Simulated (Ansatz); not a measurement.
**CHBSi (singlet): inputs that go wrong**

4 inputs are run for CHBSi (singlet) as typed; the log has to tell whether the result can be used and what must change.

Computed with Ansatz 0.2.0, Gaussian basis. Level: the settings change from run to run.

14 further runs of the same task are left out: 5 that didn't finish, 9 set aside as unsound or not needed.

### Step 1. What is computed

The geometry is a PBE0/def2-TZVP stationary point (not a proven minimum).

4 atoms, charge 0, spin multiplicity 1.

Atoms are counted from 1 here; the program's logs count them from 0.

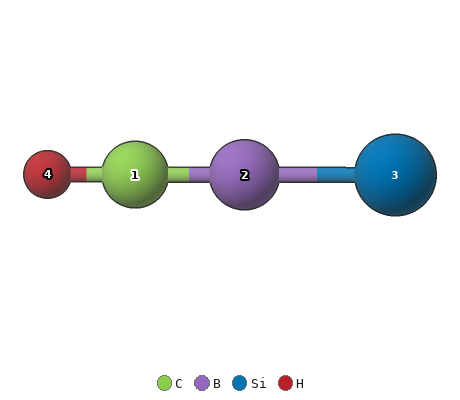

The structure; carbon green, boron purple, silicon blue, hydrogen red; atoms are numbered from 1 in the order of the file.

Coordinates:

```
C     0.00000    0.00000    0.86270
B     0.00000    0.00000   -0.47520
Si    0.00000    0.00000   -2.32270
H     0.00000    0.00000    1.93520
```

### Step 2. Try 1

in.yaml

```yaml
crystal:
  periodic: [false, false, false]
  atoms:
    - {symbol: C, position_ang: [0.000000, 0.000000, 0.862700]}
    - {symbol: B, position_ang: [0.000000, 0.000000, -0.475200]}
    - {symbol: Si, position_ang: [0.000000, 0.000000, -2.322700]}
    - {symbol: H, position_ang: [0.000000, 0.000000, 1.935200]}
basis:
  gaussian: {orbitals: STO-3G, point_charges: [{charge: 0.50, position_ang: [3.714, 0.211, -0.858]}]}
hamiltonian: {pseudopotentials: {relativity: scalar}}
correlation: {method: fic_nevpt4_sd, electrons: outside_noble_gas, active_space: {window: {electrons: 8, orbitals: 4}, states: [{multiplicity: 1, weights: [1, 1, 1]}]}}
```

Command:

```console
> ansatz run in.yaml --threads 1 --pin off --events-out ev --progress --plain --max-ram 2393MiB
```

The program printed:

```text
Functional definition: HF
  name "HF"
  cite "Fock, Z. Phys. 61, 126 (1930) doi:10.1007/BF01340294"
  parent pbe
  exchange = exact_x
  correlation = 0
337 factors; integrals over basis functions are off by at most 2.9e-8 eV
mean field evaluation 1: about -9471.1948 eV, gradient 2.8e1 eV
mean field evaluation 2: about -9471.1974 eV, gradient 2.8e1 eV
mean field evaluation 4: about -9474.7292 eV, gradient 3.8e0 eV
mean field evaluation 8: about -9474.8247 eV, gradient 4.0e-2 eV
mean field evaluation 16: about -9474.2551 eV, gradient 4.2e0 eV
mean field evaluation 32: about -9468.2384 eV, gradient 6.4e-1 eV
mean field -9474.82352063 eV, -348.1933421172 hartree, gradient 3.2e-6 eV, S^2 0.000000; 5 other end points of the search recorded, 0 dependent functions left out; unrestricted orbitals would lower it
reference -9474.82352063 eV, -348.1933421172 hartree; 13, 13 occupied and 7, 7 virtual orbitals, 337 factors
Error: 3 states are sought, and the space of determinants holds 1 states of this symmetry and spin
```

Wall time 0.15 s (1 thread of Arm Neoverse V2, shared host).

Diagnosis: The run stopped with an error. It says: «3 states are sought, and the space of determinants holds 1 states of this symmetry and spin». Cure: ask for fewer states or enlarge the space.

### Step 3. Try 2

in.yaml

```yaml
crystal:
  periodic: [false, false, false]
  atoms:
    - {symbol: C, position_ang: [0.000000, 0.000000, 0.862700]}
    - {symbol: B, position_ang: [0.000000, 0.000000, -0.475200]}
    - {symbol: Si, position_ang: [0.000000, 0.000000, -2.322700]}
    - {symbol: H, position_ang: [0.000000, 0.000000, 1.935200]}
basis:
  gaussian: {orbitals: 6-31G, point_charges: [{charge: 0.50, position_ang: [3.555, -0.354, 0.815]}]}
correlation: {active_space: {ras: {orbitals: [6, 0, 20], electrons: 13, max_holes: 2, max_particles: 2}, fixed_orbitals: true}}
scf: {omitted_lower_state_checks: [cluster_reference]}
```

The command is unchanged.

The program printed:

```text
Functional definition: HF
  name "HF"
  cite "Fock, Z. Phys. 61, 126 (1930) doi:10.1007/BF01340294"
  parent pbe
  exchange = exact_x
  correlation = 0
these checks for a lower state are left out or cut short: cluster_reference
425 factors; integrals over basis functions are off by at most 2.0e-4 eV
mean field evaluation 1: about -9569.7718 eV, gradient 3.1e1 eV
mean field evaluation 2: about -9569.7792 eV, gradient 3.1e1 eV
mean field evaluation 4: about -9573.6477 eV, gradient 4.3e0 eV
mean field evaluation 8: about -9573.7615 eV, gradient 8.7e-4 eV
mean field evaluation 16: about -9573.7608 eV, gradient 1.6e-1 eV
mean field evaluation 32: about -9567.2995 eV, gradient 7.9e0 eV
mean field -9573.76146641 eV, -351.8292445620 hartree, gradient 1.8e-6 eV, S^2 0.000000; 5 other end points of the search recorded, 0 dependent functions left out
reference -9573.76146641 eV, -351.8292445620 hartree; 13, 13 occupied and 20, 20 virtual orbitals, 425 factors
Error: 13 electrons in 26 orbitals form no window around the highest filled level of the reference
```

Wall time 0.24 s (1 thread of Arm Neoverse V2, shared host).

**Diagnosis.** The run stopped with an error. The electron count of the restricted space is wrong. To mend it, count the correlated electrons again.

### Step 4. Try 3

in.yaml

```yaml
crystal:
  periodic: [false, false, false]
  atoms:
    - {symbol: C, position_ang: [0.000000, 0.000000, 0.862700]}
    - {symbol: B, position_ang: [0.000000, 0.000000, -0.475200]}
    - {symbol: Si, position_ang: [0.000000, 0.000000, -2.322700]}
    - {symbol: H, position_ang: [0.000000, 0.000000, 1.935200]}
basis:
  gaussian: {orbitals: STO-3G}
magnetization: {spin_polarized: false, initial_magnetization: 1}
correlation: {active_space: {window: {electrons: 2, orbitals: 7}, fixed_orbitals: true}}
output: {forces: true}
```

Same command.

The program printed:

```text
Error: a molecule whose nuclei and cores have a total charge of 26 cannot have a net charge of 0 together with 1 unpaired electrons
```

Wall time 0.03 s (1 thread of Arm Neoverse V2, shared host).

What is wrong: The run was refused. The number of unpaired electrons doesn't fit the electron count. To mend it, make charge and initial_magnetization agree.

### Step 5. Try 4

in.yaml

```yaml
crystal:
  periodic: [false, false, false]
  atoms:
    - {symbol: C, position_ang: [0.000000, 0.000000, 0.862700]}
    - {symbol: B, position_ang: [0.000000, 0.000000, -0.475200]}
    - {symbol: Si, position_ang: [0.000000, 0.000000, -2.322700]}
    - {symbol: H, position_ang: [0.000000, 0.000000, 1.935200]}
basis:
  gaussian: {orbitals: def2-SVP}
magnetization: {spin_polarized: false}
correlation: {method: full_ci, electrons: all}
scf: {lower_state_search: light}
output: {forces: true}
```

Same command.

The program printed:

```text
Error: YAML parse error: error: line 11 column 23: unknown variant `full_ci`, expected one of mp2, rpa, ccsd, ccsd_t, bccd, bccd_t, ccsdt, ccsdt_q, ccsdt_q_b, ccsdtq, fci, sc_nevpt2, fic_nevpt4_sd, fic_mrcisd_q, fic_mrcisd_q_relaxed
  --> <input>:11:23
   |
 9 |   gaussian: {orbitals: def2-SVP}
10 | magnetization: {spin_polarized: false}
11 | correlation: {method: full_ci, electrons: all}
   |                       ^ unknown variant `full_ci`, expected one of mp2, rpa, ccsd, ccsd_t, bccd, bccd_t, ccsdt, ccsdt_q, ccsdt_q_b, ccsdtq, fci, sc_nevpt2, fic_nevpt4_sd, fic_mrcisd_q, fic_mrcisd_q_relaxed
12 | scf: {lower_state_search: light}
13 | output: {forces: true}
   |
```

It took 0.03 s on 1 thread of Arm Neoverse V2, shared host.

What is wrong: The run was refused. The method's name isn't one that the program knows. Fix: name one from the list in the message.

### Step 6. How the runs ended

```
try                   level                ended                                                                                        cause    time
  1  NEVPT4(SD)(8,4)/STO-3G  stopped by an error  3 states are sought, and the space of determinants holds 1 states of this symmetry and spin  0.15 s
  2              CISD/6-31G  stopped by an error                                          the electron count of the restricted space is wrong  0.24 s
  3       CASCI(2,7)/STO-3G              refused                              the number of unpaired electrons doesn't fit the electron count  0.03 s
  4      'full_ci'/def2-SVP              refused                                           the method's name isn't one that the program knows  0.03 s
```

2 stopped by an error, 2 refused.
